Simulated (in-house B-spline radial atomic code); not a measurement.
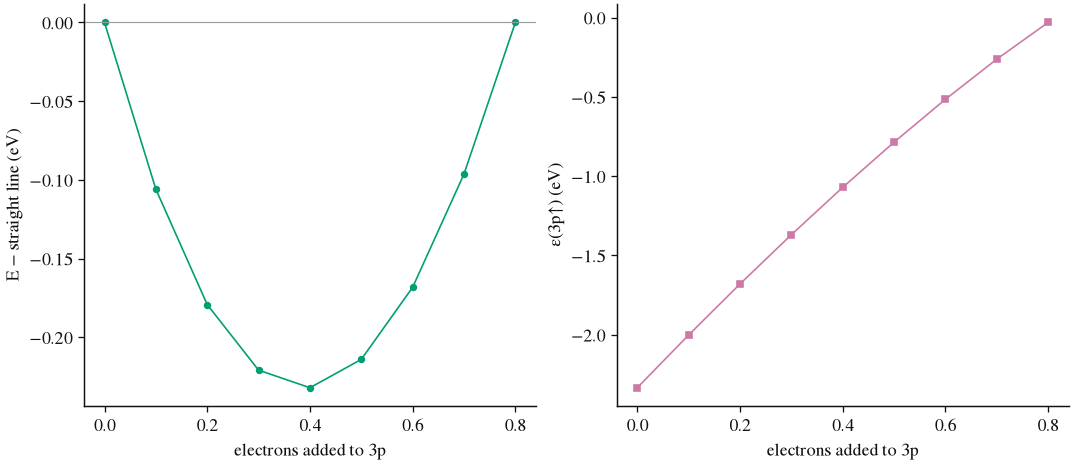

Computed with an in-house B-spline radial code: non-relativistic LC-wPBE, spin-polarised, spherical fractional occupations, point nucleus, basis-set limit. The occupation of the 3p shell is varied from Al ([Ne] 3s2 3p1 (high spin)) to Al with charge -0.8 ([Ne] 3s2 3p1.8 (3p: 1.8 up, 0 down)), with spherical fractional occupations. The plot shows the total energy less the straight line between the end points, and the eigenvalue of 3p↑.

> What does the shape say about the method?

The curve is convex (below the straight line), with the largest deviation among the points computed, −0.23 eV, at 0.4. The eigenvalue, which is the slope of the energy (Janak's theorem), moves from −2.33 eV at 0 to −0.0308 eV at 0.8. Convexity is the mark of the delocalisation error, which puts fractional charges too low; for p, d and f shells the spherical spreading of the fraction adds to it. One end point is itself fractional, so the deviation from the line between whole numbers would be larger. Exact exchange at spherical fractional occupations leaves self-interaction in partly filled shells, which adds to the curvature.
